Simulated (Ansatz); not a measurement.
# PH (triplet): wave-function methods side by side, 6-31++G**

How much of the correlation energy of PH (triplet) does each wave-function method recover here?

Computed with Ansatz 0.2.0, Gaussian basis. Level: 6-31++G**, core rule «outside noble gas», up to 5 orbitals frozen.

The runs, in order: UHF; CCSD(T) on ROHF; CCSD(T) on UHF; BCCD(T) on ROHF; CISD as a restricted active space (open shells left free, so some higher excitations enter); CCSDT(Q) on ROHF; CCSDT(Q) on UHF; CISDTQ; CASSCF and MRCISD+Q, 6 electrons in 5 orbitals; CASSCF and NEVPT2, 6 electrons in 5 orbitals; Full CI.

18 further runs of the same task are left out: 9 that didn't finish, 9 set aside as unsound or not needed. Runs told in other sessions of the task aren't counted.

**1. The geometry**

The geometry is a PBE0/def2-TZVPD stationary point (not a proven minimum) of the parent state, kept for this charge and spin.

2 atoms, charge 0, spin multiplicity 3.

Atoms are counted from 1 here; the program's logs count them from 0.

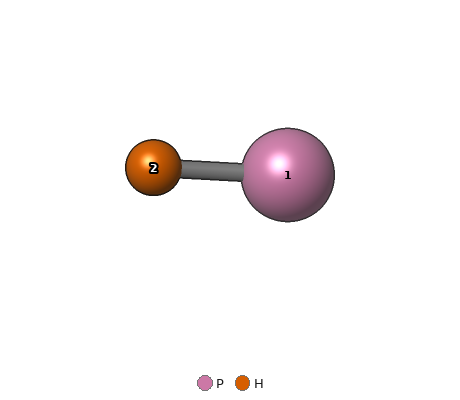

The structure; phosphorus pink, hydrogen orange; atoms are numbered from 1 in the order of the file.

**2. UHF**

Contents of in.yaml:

```yaml
crystal:
  periodic: [false, false, false]
  atoms:
    - {symbol: P, position_ang: [0.000000, 0.000000, 0.000000]}
    - {symbol: H, position_ang: [0.000000, 0.000000, 1.442600]}
basis:
  gaussian: {orbitals: "6-31++G**"}
magnetization: {spin_polarized: true, initial_magnetization: 2}
hamiltonian: {xc: hf}
output: {orbitals: {seedname: orbitals}}
```

Launch:

```
$ ansatz run in.yaml --threads 1 --pin off --events-out ev --progress --plain --max-ram 2393MiB
```

After this run come: CCSD(T) on ROHF; CCSD(T) on UHF; BCCD(T) on ROHF; CISD as a restricted active space (open shells left free, so some higher excitations enter); CCSDT(Q) on ROHF; CCSDT(Q) on UHF; CISDTQ; CASSCF and MRCISD+Q, 6 electrons in 5 orbitals; CASSCF and NEVPT2, 6 electrons in 5 orbitals; Full CI.

Before running them: what should the planned runs give, taken together? Wanted: FCI from the RHF energy; RMP2 from FCI; UMP2 from FCI; RCCSD from FCI; RCCSD(T) from FCI; UCCSD(T) from FCI; RCCSDT(Q) from FCI; UCCSDT(Q) from FCI; NEVPT2 valence from FCI.

As calculated:

| quantity | value |
| --- | --- |
| FCI from the ROHF energy | -2.8542 eV |
| RMP2 from FCI | +618.2 meV |
| UMP2 from FCI | +629.1 meV |
| RCCSD from FCI | +66.3 meV |
| RCCSD(T) from FCI | +13.9 meV |
| UCCSD(T) from FCI | +13.3 meV |
| RCCSDT(Q) from FCI | 0.0 meV |
| UCCSDT(Q) from FCI | -0.3 meV |
| NEVPT2 valence from FCI | +540.1 meV |
| MRCISD+Q valence from FCI | -12.8 meV |
| levels within 1 kcal/mol (43 meV) | RCCSD(T), UCCSD(T), BCCD(T), RCCSDT, UCCSDT, CISDTQ, RCCSDT(Q), UCCSDT(Q), MRCISD+Q valence |
| T1 diagnostic | 0.020 |
| effectively unpaired electrons | 2.03 |

RCCSD(T) lands +13.9 meV from the yardstick (0.5 % of the correlation energy). MRCISD+Q valence falls below full CI: the +Q correction isn't variational, and the cores differ from full CI's. One determinant dominates. Of the multireference levels listed MRCISD+Q valence comes nearest in total energy (-12.8 meV), which doesn't show that its space is the better one. These misses are within one basis, not against nature; the frozen cores of restricted and unrestricted runs differ, which can shift their rows.

Levels on UHF freeze UHF's core orbitals, full CI those of ROHF, so the U rows can settle a little off it for that reason alone.

With open shells the CI space here admits some higher excitations, so it is larger than plain CISD.
